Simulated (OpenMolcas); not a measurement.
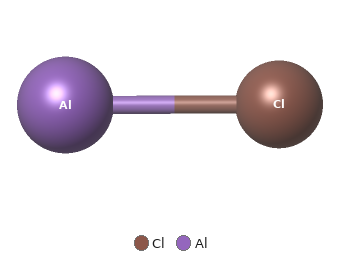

The molecule at the reference distance of 2.363 Å.

# Relativistic diatomic calculation: ClAl⁻ (part 1 of 2)

ClAl⁻. Computed at this level: SA-CASSCF(9,7)/XMS-CASPT2 + RASSI spin-orbit (X2C scalar, AMFI), ANO-RCC-VTZP (OpenMolcas).

Input file:
```
&GATEWAY
Coord
2
angstrom
Cl 0.0 0.0 0.0
Al 0.0 0.0 2.3630
Basis=ANO-RCC-VTZP
Group=XY
RX2C
AMFI
ANGMom
0.0 0.0 0.0
RICD
&SEWARD
&GUESSORB
&RASSCF
FileOrb=$CurrDir/o22.orb
Symmetry=2
Spin=2
nActEl=9 0 0
Inactive=7 4
RAS2=3 4
CIRoot=6 6 1
Linear
Iterations=120 100
OrbListing=Nothing
PRWF=0.15
>>COPY $Project.RasOrb $CurrDir/o22.orb
>>COPY $Project.rasscf.h5 $CurrDir/r22.h5
&CASPT2
XMultistate=all
Imaginary=0.2
IPEA=0.25
MaxIter=40
>>COPY $Project.JobMix JOB001
&RASSCF
FileOrb=$CurrDir/o21.orb
Symmetry=1
Spin=2
nActEl=9 0 0
Inactive=7 4
RAS2=3 4
CIRoot=5 5 1
Linear
Iterations=120 100
OrbListing=Nothing
PRWF=0.15
>>COPY $Project.RasOrb $CurrDir/o21.orb
>>COPY $Project.rasscf.h5 $CurrDir/r21.h5
&CASPT2
XMultistate=all
Imaginary=0.2
IPEA=0.25
MaxIter=40
>>COPY $Project.JobMix JOB002
&RASSCF
CIOnly
FileOrb=$CurrDir/ref.orb
Symmetry=1
Spin=4
nActEl=9 0 0
Inactive=7 4
RAS2=3 4
CIRoot=1 1 1
Linear
Iterations=120 100
OrbListing=Nothing
PRWF=0.15
>>COPY $Project.RasOrb $CurrDir/o41.orb
>>COPY $Project.rasscf.h5 $CurrDir/r41.h5
&CASPT2
XMultistate=all
Imaginary=0.2
IPEA=0.25
MaxIter=40
>>COPY $Project.JobMix JOB003
&RASSCF
FileOrb=$CurrDir/o42.orb
Symmetry=2
Spin=4
nActEl=9 0 0
Inactive=7 4
RAS2=3 4
CIRoot=4 4 1
Linear
Iterations=120 100
OrbListing=Nothing
PRWF=0.15
>>COPY $Project.RasOrb $CurrDir/o42.orb
>>COPY $Project.rasscf.h5 $CurrDir/r42.h5
&CASPT2
XMultistate=all
Imaginary=0.2
IPEA=0.25
MaxIter=40
>>COPY $Project.JobMix JOB004
&RASSI
Nr of JobIphs=4 6 5 1 4
1 2 3 4 5 6
1 2 3 4 5
1
1 2 3 4
SpinOrbit
EJob
Omega
MEES
MESO
Properties=4
'AngMom' 3 'Mltpl  1' 1 'Mltpl  1' 2 'Mltpl  1' 3
Thrs=1.0d-4
>>COPY $Project.rassi.h5 $CurrDir/so.h5
```

The first orbital files come from an earlier step.

Launched with:
```bash
pymolcas m.inp (one call a module block, same work directory)
```

The program's output (extracts):
```
++    Wave function specifications:
      Number of closed shell electrons          22
      Number of electrons in active shells       9
      Number of inactive orbitals               11
      Number of active orbitals                  7
      Number of secondary orbitals              50
      Spin quantum number                      0.5
      State symmetry                             2
++    Orbital specifications:
      Symmetry species                           1   2
                                                 a   b
      Frozen orbitals                            0   0
      Inactive orbitals                          7   4
      Active orbitals                            3   4
      RAS2 orbitals                              3   4
      Secondary orbitals                        26  24
      Number of basis functions                 36  32
      printout of CI-coefficients larger than  0.15 for root  1
      energy=    -703.345013
      conf/sym  111 2222     Coeff  Weight
            39  u2d 220u  -0.18666 0.03484
            63  022 220u   0.95691 0.91567
      printout of CI-coefficients larger than  0.15 for root  2
      energy=    -703.345013
      conf/sym  111 2222     Coeff  Weight
            37  u2d 22u0   0.18666 0.03484
            61  022 22u0  -0.95691 0.91567
      printout of CI-coefficients larger than  0.15 for root  3
      energy=    -703.133053
      conf/sym  111 2222     Coeff  Weight
            62  022 2u20   0.24898 0.06199
           142  022 u2du  -0.90129 0.81232
           144  022 u2ud   0.27398 0.07506
      printout of CI-coefficients larger than  0.15 for root  4
      energy=    -703.133053
      conf/sym  111 2222     Coeff  Weight
            64  022 2udu  -0.68792 0.47323
            66  022 2uud   0.64355 0.41415
           146  022 u202  -0.24898 0.06199
      printout of CI-coefficients larger than  0.15 for root  5
      energy=    -703.110035
      conf/sym  111 2222     Coeff  Weight
            64  022 2udu  -0.33873 0.11474
            66  022 2uud  -0.58670 0.34422
           141  022 u220   0.47904 0.22948
           146  022 u202  -0.47904 0.22948
      printout of CI-coefficients larger than  0.15 for root  6
      energy=    -703.110035
      conf/sym  111 2222     Coeff  Weight
            62  022 2u20   0.47904 0.22948
            67  022 2u02  -0.47904 0.22948
           142  022 u2du   0.33873 0.11474
           144  022 u2ud   0.58670 0.34422
      Natural orbitals and occupation numbers for root  1
      sym 1:   0.024148   1.987663   1.954485
      sym 2:   1.997438   1.993465   0.040477   1.002324
      Natural orbitals and occupation numbers for root  2
      sym 1:   0.024148   1.987663   1.954485
      sym 2:   1.993465   1.997438   1.002324   0.040477
      Natural orbitals and occupation numbers for root  3
      sym 1:   0.037261   1.989931   1.966819
      sym 2:   1.122391   1.931585   1.062582   0.889431
      Natural orbitals and occupation numbers for root  4
      sym 1:   0.037261   1.989931   1.966819
      sym 2:   1.931585   1.122391   0.889431   1.062582
      Natural orbitals and occupation numbers for root  5
      sym 1:   0.023296   1.998371   1.978380
      sym 2:   1.499890   1.499890   1.000087   1.000087
      Natural orbitals and occupation numbers for root  6
      sym 1:   0.023296   1.998371   1.978380
      sym 2:   1.499890   1.499890   1.000087   1.000087
      RASSCF energy for state  6                   -703.11003458
::    RASSCF root number  1 Total energy:   -703.34501343
::    RASSCF root number  2 Total energy:   -703.34501343
::    RASSCF root number  3 Total energy:   -703.13305256
::    RASSCF root number  4 Total energy:   -703.13305256
::    RASSCF root number  5 Total energy:   -703.11003458
::    RASSCF root number  6 Total energy:   -703.11003458
      Von Neumann Entropy (Root   1) =  0.73818
++    Wave function specifications:
      Number of closed shell electrons           8
      Number of electrons in active shells       9
      Number of inactive orbitals                4
      Number of active orbitals                  7
      Number of secondary orbitals              50
      Spin quantum number                      0.5
      State symmetry                             2
      Number of CSFs                           248
      Number of CASSCF root(s) available         6
      CASPT2 state passed to geometry opt.       6
      A file JOBMIX will be created
      This is a MULTI-STATE CASSCF reference
      Number of CI roots used                    6
      These are:                                 1   2   3   4   5   6
      Off-diagonal elements of Heff are computed
  FINAL CASPT2 RESULT:
      Reference energy:        -703.3450134263
      E2 (Non-variational):      -0.4268035292
      Shift correction:          -0.0040169100
      E2 (Variational):          -0.4308204392
      Total energy:            -703.7758338655
      Reference weight:           0.87816
  FINAL CASPT2 RESULT:
      Reference energy:        -703.3450134263
      E2 (Non-variational):      -0.4268035293
      Shift correction:          -0.0040169100
      E2 (Variational):          -0.4308204392
      Total energy:            -703.7758338655
      Reference weight:           0.87816
  FINAL CASPT2 RESULT:
      Reference energy:        -703.1330525643
      E2 (Non-variational):      -0.4010038413
      Shift correction:          -0.0029807433
      E2 (Variational):          -0.4039845846
      Total energy:            -703.5370371489
      Reference weight:           0.89149
  FINAL CASPT2 RESULT:
      Reference energy:        -703.1330525643
      E2 (Non-variational):      -0.4010038417
      Shift correction:          -0.0029807433
      E2 (Variational):          -0.4039845849
      Total energy:            -703.5370371492
      Reference weight:           0.89149
  FINAL CASPT2 RESULT:
      Reference energy:        -703.1100345817
      E2 (Non-variational):      -0.4015222321
      Shift correction:          -0.0029411009
      E2 (Variational):          -0.4044633330
      Total energy:            -703.5144979147
      Reference weight:           0.89151
  FINAL CASPT2 RESULT:
      Reference energy:        -703.1100345817
      E2 (Non-variational):      -0.4015222320
      Shift correction:          -0.0029411009
      E2 (Variational):          -0.4044633330
      Total energy:            -703.5144979147
      Reference weight:           0.89151
       Total XMS-CASPT2 energies:
::    XMS-CASPT2 Root  1     Total energy:   -703.77550044
::    XMS-CASPT2 Root  2     Total energy:   -703.77550044
::    XMS-CASPT2 Root  3     Total energy:   -703.53738977
::    XMS-CASPT2 Root  4     Total energy:   -703.53738977
::    XMS-CASPT2 Root  5     Total energy:   -703.51447872
::    XMS-CASPT2 Root  6     Total energy:   -703.51447872
++    Wave function specifications:
      Number of closed shell electrons          22
      Number of electrons in active shells       9
      Number of inactive orbitals               11
      Number of active orbitals                  7
      Number of secondary orbitals              50
      Spin quantum number                      0.5
      State symmetry                             1
      printout of CI-coefficients larger than  0.15 for root  1
      energy=    -703.282485
      conf/sym  111 2222     Coeff  Weight
            19  u22 2200   0.95420 0.91049
      printout of CI-coefficients larger than  0.15 for root  2
      energy=    -703.206337
      conf/sym  111 2222     Coeff  Weight
           142  02u 2220  -0.70188 0.49264
           147  02u 2202   0.70188 0.49264
      printout of CI-coefficients larger than  0.15 for root  3
      energy=    -703.206337
      conf/sym  111 2222     Coeff  Weight
           143  02u 22du   0.49631 0.24632
           145  02u 22ud   0.85963 0.73896
      printout of CI-coefficients larger than  0.15 for root  4
      energy=    -703.178939
      conf/sym  111 2222     Coeff  Weight
             1  22u 2200   0.15516 0.02407
            19  u22 2200  -0.19366 0.03751
           142  02u 2220   0.67858 0.46047
           147  02u 2202   0.67858 0.46047
      printout of CI-coefficients larger than  0.15 for root  5
      energy=    -703.161796
      conf/sym  111 2222     Coeff  Weight
           143  02u 22du  -0.82584 0.68201
           145  02u 22ud   0.47680 0.22734
           170  0u2 22du   0.18004 0.03241
      Natural orbitals and occupation numbers for root  1
      sym 1:   0.972002   1.998997   1.881198
      sym 2:   1.997722   1.997722   0.076179   0.076179
      Natural orbitals and occupation numbers for root  2
      sym 1:   0.009606   1.991483   1.003209
      sym 2:   1.997334   1.997334   1.000518   1.000518
      Natural orbitals and occupation numbers for root  3
      sym 1:   0.009606   1.991483   1.003209
      sym 2:   1.997334   1.997334   1.000518   1.000518
      Natural orbitals and occupation numbers for root  4
      sym 1:   0.096907   1.986247   1.037011
      sym 2:   1.996196   1.996196   0.943721   0.943721
      Natural orbitals and occupation numbers for root  5
      sym 1:   0.045069   1.960788   1.007093
      sym 2:   1.995086   1.995086   0.998439   0.998439
      RASSCF energy for state  5                   -703.16179586
::    RASSCF root number  1 Total energy:   -703.28248454
::    RASSCF root number  2 Total energy:   -703.20633655
::    RASSCF root number  3 Total energy:   -703.20633655
::    RASSCF root number  4 Total energy:   -703.17893867
::    RASSCF root number  5 Total energy:   -703.16179586
      Von Neumann Entropy (Root   1) =  0.95216
++    Wave function specifications:
      Number of closed shell electrons           8
      Number of electrons in active shells       9
      Number of inactive orbitals                4
      Number of active orbitals                  7
      Number of secondary orbitals              50
      Spin quantum number                      0.5
      State symmetry                             1
      Number of CSFs                           242
      Number of CASSCF root(s) available         5
      CASPT2 state passed to geometry opt.       5
      A file JOBMIX will be created
      This is a MULTI-STATE CASSCF reference
      Number of CI roots used                    5
      These are:                                 1   2   3   4   5
      Off-diagonal elements of Heff are computed
  FINAL CASPT2 RESULT:
      Reference energy:        -703.2824845413
      E2 (Non-variational):      -0.4329092098
      Shift correction:          -0.0044454886
      E2 (Variational):          -0.4373546984
      Total energy:            -703.7198392397
      Reference weight:           0.87440
  FINAL CASPT2 RESULT:
      Reference energy:        -703.2063365505
      E2 (Non-variational):      -0.4245223200
      Shift correction:          -0.0058829336
      E2 (Variational):          -0.4304052535
      Total energy:            -703.6367418040
      Reference weight:           0.86963
  FINAL CASPT2 RESULT:
      Reference energy:        -703.2063365505
      E2 (Non-variational):      -0.4240056784
      Shift correction:          -0.0058468307
      E2 (Variational):          -0.4298525091
      Total energy:            -703.6361890595
      Reference weight:           0.87034
  FINAL CASPT2 RESULT:
      Reference energy:        -703.1789386662
      E2 (Non-variational):      -0.4187137524
      Shift correction:          -0.0040525449
      E2 (Variational):          -0.4227662973
      Total energy:            -703.6017049635
      Reference weight:           0.88095
  FINAL CASPT2 RESULT:
      Reference energy:        -703.1617958583
      E2 (Non-variational):      -0.4246130055
      Shift correction:          -0.0040964920
      E2 (Variational):          -0.4287094976
      Total energy:            -703.5905053559
      Reference weight:           0.87527
       Total XMS-CASPT2 energies:
::    XMS-CASPT2 Root  1     Total energy:   -703.71659159
::    XMS-CASPT2 Root  2     Total energy:   -703.63674181
::    XMS-CASPT2 Root  3     Total energy:   -703.63618905
::    XMS-CASPT2 Root  4     Total energy:   -703.60495261
::    XMS-CASPT2 Root  5     Total energy:   -703.59050536
++    Wave function specifications:
      Number of closed shell electrons          22
      Number of electrons in active shells       9
      Number of inactive orbitals               11
      Number of active orbitals                  7
      Number of secondary orbitals              50
      Spin quantum number                      1.5
      State symmetry                             1
      printout of CI-coefficients larger than  0.15 for root  1
      energy=    -703.272482
      conf/sym  111 2222     Coeff  Weight
            52  u20 22uu   0.18592 0.03457
            61  02u 22uu  -0.95537 0.91273
      Natural orbitals and occupation numbers for root  1
      sym 1:   0.019463   1.978972   1.002431
      sym 2:   1.997727   1.997727   1.001840   1.001840
      RASSCF energy for state  1                   -703.27248164
::    RASSCF root number  1 Total energy:   -703.27248164
      Von Neumann Entropy (Root   1) =  1.58205
++    Wave function specifications:
      Number of closed shell electrons           8
      Number of electrons in active shells       9
      Number of inactive orbitals                4
      Number of active orbitals                  7
      Number of secondary orbitals              50
      Spin quantum number                      1.5
      State symmetry                             1
      Number of CSFs                           112
      Number of CASSCF root(s) available         1
      CASPT2 state passed to geometry opt.       1
      A file JOBMIX will be created
      This is a CASSCF or RASSCF reference function
  FINAL CASPT2 RESULT:
      Reference energy:        -703.2724816225
      E2 (Non-variational):      -0.4058735221
      Shift correction:          -0.0044215943
      E2 (Variational):          -0.4102951164
      Total energy:            -703.6827767390
      Reference weight:           0.88379
++    Wave function specifications:
      Number of closed shell electrons          22
      Number of electrons in active shells       9
      Number of inactive orbitals               11
      Number of active orbitals                  7
      Number of secondary orbitals              50
      Spin quantum number                      1.5
      State symmetry                             2
      printout of CI-coefficients larger than  0.15 for root  1
      energy=    -703.198826
      conf/sym  111 2222     Coeff  Weight
            20  u2u 22u0   0.98423 0.96871
      printout of CI-coefficients larger than  0.15 for root  2
      energy=    -703.198826
      conf/sym  111 2222     Coeff  Weight
            22  u2u 220u   0.98423 0.96871
      printout of CI-coefficients larger than  0.15 for root  3
      energy=    -703.140649
      conf/sym  111 2222     Coeff  Weight
            10  022 2uuu  -0.97396 0.94859
      printout of CI-coefficients larger than  0.15 for root  4
      energy=    -703.140649
      conf/sym  111 2222     Coeff  Weight
            53  022 u2uu   0.97396 0.94859
      Natural orbitals and occupation numbers for root  1
      sym 1:   0.998795   1.987393   1.004960
      sym 2:   1.985234   1.997993   1.001934   0.023690
      Natural orbitals and occupation numbers for root  2
      sym 1:   0.998795   1.987393   1.004960
      sym 2:   1.997993   1.985234   0.023690   1.001934
      Natural orbitals and occupation numbers for root  3
      sym 1:   0.054390   1.997187   1.947545
      sym 2:   1.999889   1.002849   0.998053   1.000088
      Natural orbitals and occupation numbers for root  4
      sym 1:   0.054390   1.997187   1.947545
      sym 2:   1.002849   1.999889   1.000088   0.998053
      RASSCF energy for state  4                   -703.14064919
::    RASSCF roSPIN-FREE ENERGIES:
  (Shifted by EMIN (a.u.) =       -703.7755004365)
 SF State       Relative EMIN(au)   Rel lowest level(eV)    D:o, cm**(-1)      Abs_M
     1             0.0000000000        0.0000000000              0.0000         1.0
     2             0.0000000000        0.0000000000              0.0000         1.0
     7             0.0589088424        1.6029912638          12928.9965         0.0
    12             0.0927236976        2.5231403494          20350.4993         0.0
     8             0.1387586275        3.7758146089          30453.9986         2.0
     9             0.1393113820        3.7908558247          30575.3142         2.0
    13             0.1531645693        4.1678202534          33615.7374         1.0
    14             0.1531645693        4.1678202534          33615.7374         1.0
    10             0.1705478274        4.6408428060          37430.9216         0.0
    11             0.1849950807        5.0339725939          40601.7271         0.0
    15             0.2242854107        6.1031169389          49224.9578         1.0
    16             0.2242854107        6.1031169389          49224.9578         1.0
     3             0.2381106670        6.4793213292          52259.2509         1.0
     4             0.2381106670        6.4793213292          52259.2509         1.0
     6             0.2610217132        7.1027626563          57287.6443         3.0
     5             0.2610217132        7.1027626563          57287.6443         3.0
```

(Continued in part 2.) Outcome of the run: converged; components of a degenerate state are split by 121 cm⁻¹; whether the anion is bound against detachment isn't tested.
